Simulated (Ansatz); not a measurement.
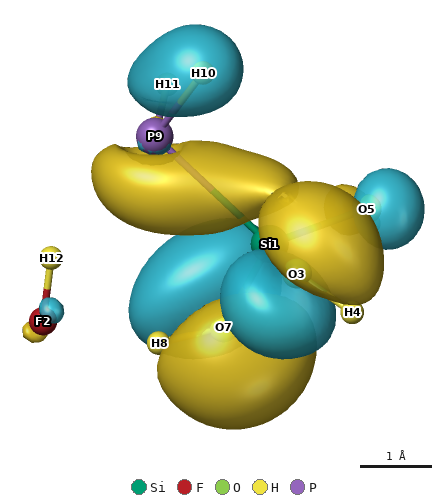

H5O3PSi···HF. The HOMO−1 at ±0.08 Å⁻³ᐟ² (yellow and cyan are the two phases), seen across its widest extent.

Theory: RKS PBE0-D4/def2-SVP in Ansatz.

```xyz
12

Si    0.3407    0.2941   -0.4364
F     0.0142   -0.5649    2.8315
O     1.5773   -0.7402   -0.7780
H     1.4470   -1.3304   -1.5278
O    -0.1760    0.9854   -1.8442
H    -1.1184    1.1787   -1.8773
O    -0.9918   -0.3648    0.2696
H    -0.8716   -0.6063    1.2037
P     1.2817    1.6384    1.1127
H     2.4286    2.0686    0.3934
H     0.4801    2.7899    0.8806
H     0.6226    0.1368    2.6737
```

> What is the character of this orbital?

It lies mainly on O7 (about 55 %), O3 (about 20 %) and P9 (about 5 %); largely a combination of lone pairs on O7, O3 and P9. Its energy is −8.97 eV.
